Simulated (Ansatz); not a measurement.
## Electronic structure of H$_{2}$O in real space

```xyz
3

O     0.1230    0.2325   -0.6777
H    -0.6926    0.0757   -1.1606
H     0.7733   -0.3703   -1.0476
```

Geometry: PBE0-D4/def2-TZVP.

These are results of RKS PBE0-D4/def2-TZVPPD in Ansatz 0.2.0, not measurements.

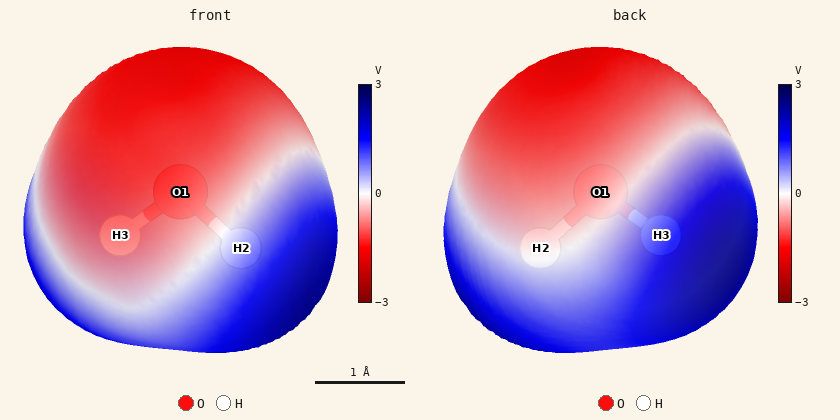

Figure 1. The electrostatic potential painted on the density surface at 0.002 e/bohr³, seen from the front and from behind; the colour scale runs from red (negative) to blue (positive).

Q: Describe the electrostatic potential map.

A: The most negative region (about −1.7 V) lies over O1, the most positive (about +2.4 V) over H2 and H3. O1 is the likeliest acceptor of a hydrogen bond.

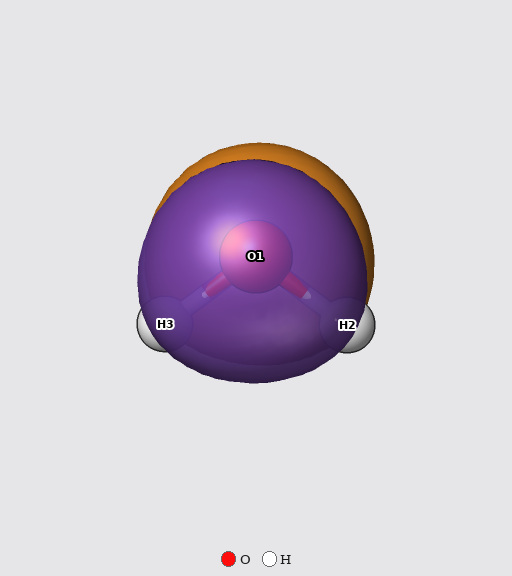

Figure 2. The HOMO at ±0.15 Å⁻³ᐟ² (orange and purple are the two phases), seen across its widest extent.

Q: Where does this orbital lie, and at what energy?

A: Its weight (Hirshfeld) is mainly on O1 (about 85 %), H2 (about 5 %) and H3 (about 5 %); it changes sign across the molecular plane (π type). Its energy is −9.07 eV.

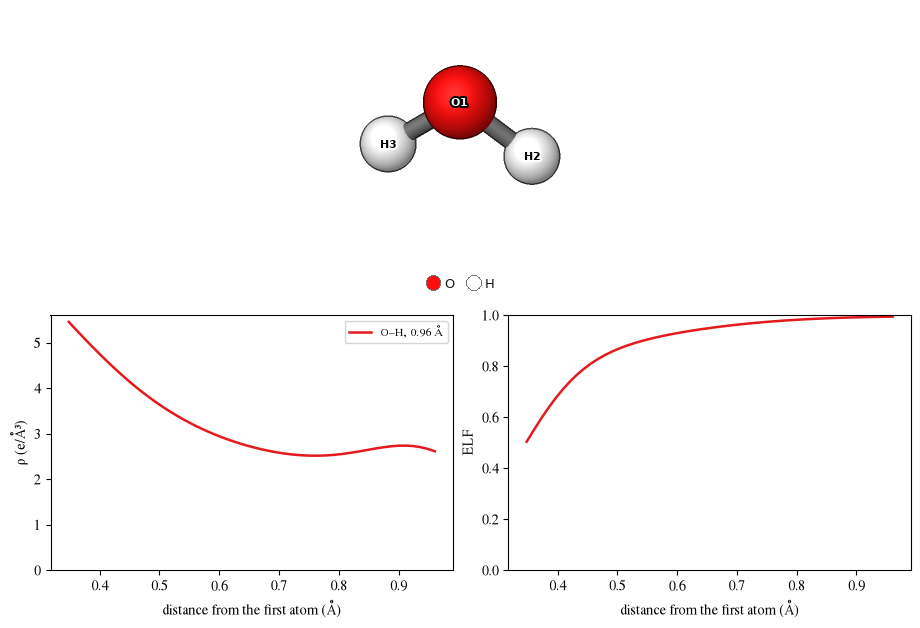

Figure 3. Total electron density and ELF along straight lines between neighbouring atoms. The curves leave out the atomic cores. The structure is drawn too.

Q: What can be read from the curves?

A: O–H (0.96 Å): ρ at the midpoint is about 3.8 e/Å³; the ELF climbs to about 1 towards the hydrogen, as it does in any bond to H (an ordinary covalent bond to hydrogen).
